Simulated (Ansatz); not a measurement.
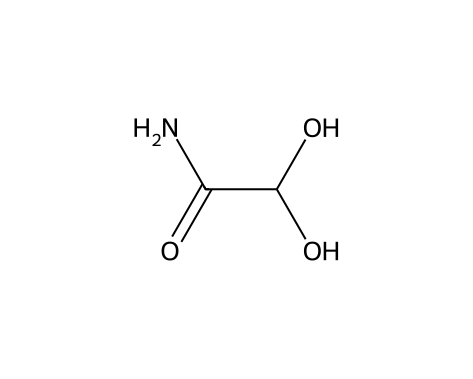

2D structure.

**Give its SMILES.**

NC(=O)C(O)O

**Give the formula, hydrogens included.**

C2H5NO3.

**An optimisation with PBE0-D4/def2-TZVP gave a structure of which point group?**

C1. Other conformers may differ.

More results for the same structure follow; atom numbers are the same in all pictures, views and colours differ. The computed structure is the end point of a PBE0-D4/def2-TZVP optimisation.

### Shape

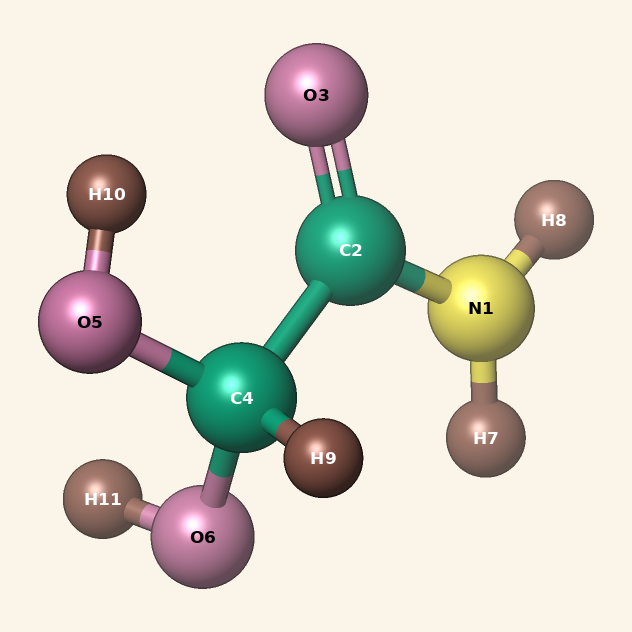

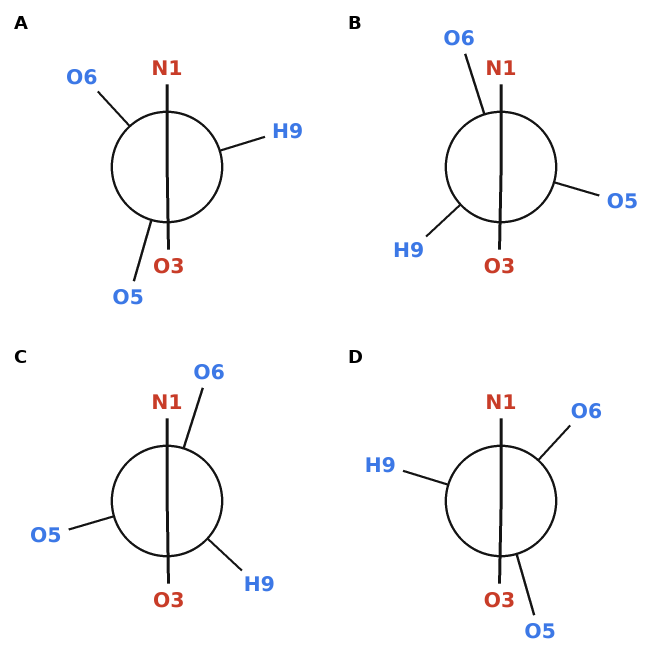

Distant atoms are faded towards the background colour. Bonds that would overlap in a projection are set slightly apart.

**Which Newman projection shows the view along C2–C4, with C2 in front?**

A. The torsion angle O3–C2–C4–O5 is 15°, synperiplanar (eclipsed).

### Vibrations

Harmonic vibrations computed with RKS PBE0-D4/def2-TZVP (Ansatz 0.2.0) at a stationary point of the same level.

**How many vibrational modes are there, and where do they lie?**

27 modes: 65, 262, 304, 345, 420, 454, 513, 554, 603, 640, 742, 899, 1069, 1109, 1163, 1285, 1302, 1365, 1423, 1479, 1618, 1801, 3022, 3610, 3644, 3742, 3824 cm⁻¹.

### Electronic properties

Level of theory: RKS PBE0-D4/def2-TZVPP (Ansatz 0.2.0).

**Give the LUMO energy (Kohn–Sham orbital) at this level.**

0.00 eV.

**Give the HOMO energy (Kohn–Sham orbital) at this level.**

−7.60 eV.

**Estimate the dispersion correction.**

−16.2 kJ/mol.

### Dipole moment

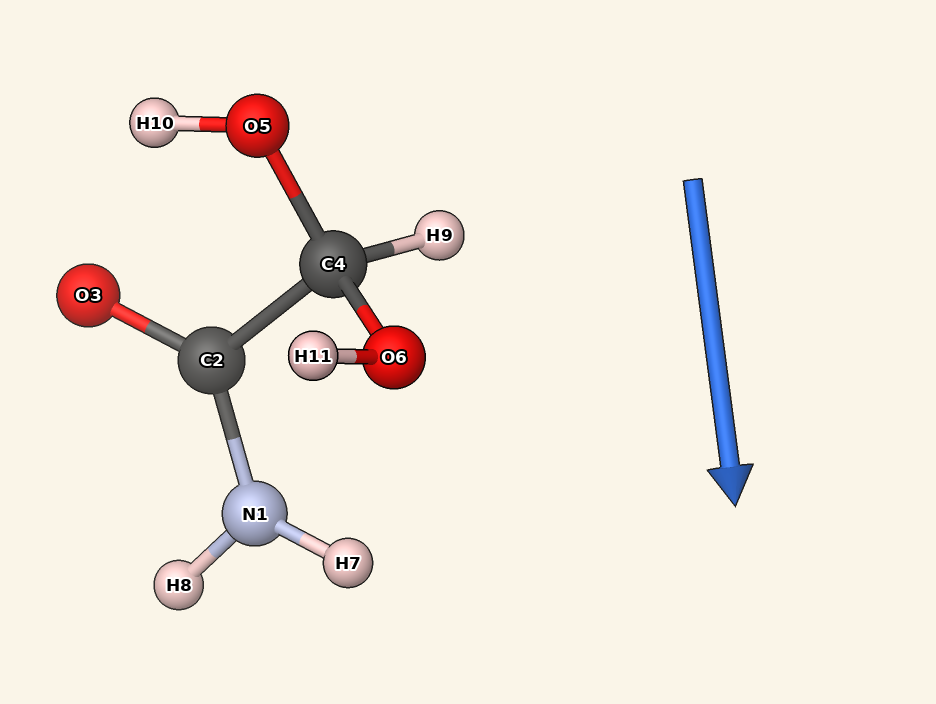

The arrow beside the molecule shows the direction of the dipole moment, from the negative to the positive end (its length means nothing). Method: RKS PBE-D4/def2-TZVPP (Ansatz 0.2.0).

**Estimate the dipole moment.**

3.13 D; it points from the side of O5, H10 to the side of H7, H8 (the outermost atoms at the two ends).
